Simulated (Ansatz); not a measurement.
The structure below was relaxed with PBE in Ansatz (plane waves to 420 eV, PAW, no spin-orbit coupling), earlier PAW set, at pressure 4.5 GPa.

```yaml
crystal:
  lattice:
    - [3.19215, 0.00000, 0.00000]
    - [-1.59607, 2.76448, 0.00000]
    - [0.00000, 0.00000, 5.20049]
  atoms:
    - { symbol: Ga, position: [0.66667, 0.33333, 0.00092] }
    - { symbol: Ga, position: [0.33333, 0.66667, 0.50092] }
    - { symbol: N, position: [0.66667, 0.33333, 0.62428] }
    - { symbol: N, position: [0.33333, 0.66667, 0.12428] }
```

Problem. Find the space group and the Wyckoff positions.

Solution. Space group P6₃mc (No. 186); a = 3.1921 Å, b = 3.1921 Å, c = 5.2005 Å, α = 90.00°, β = 90.00°, γ = 120.00°

```
atom  site  symmetry       x       y       z
----  ----  --------  ------  ------  ------
Ga      2b       3m.  0.6667  0.3333  0.0009
N       2b       3m.  0.3333  0.6667  0.1243
```

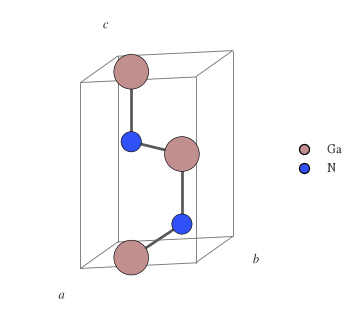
The conventional cell

Load acts through the strain it causes; cell and atoms are relaxed under it. No phonon test of stability was made. Tetrahedral semiconductors of this kind turn to denser phases somewhere between about 1 and 50 GPa; those were not computed, so compressed cells here can lie past the real transition. The cell was made from GaN in the wurtzite structure (space group P6_3mc, No. 186) by this change: pressure 4.5 GPa.

Ansatz is a first-principles code.
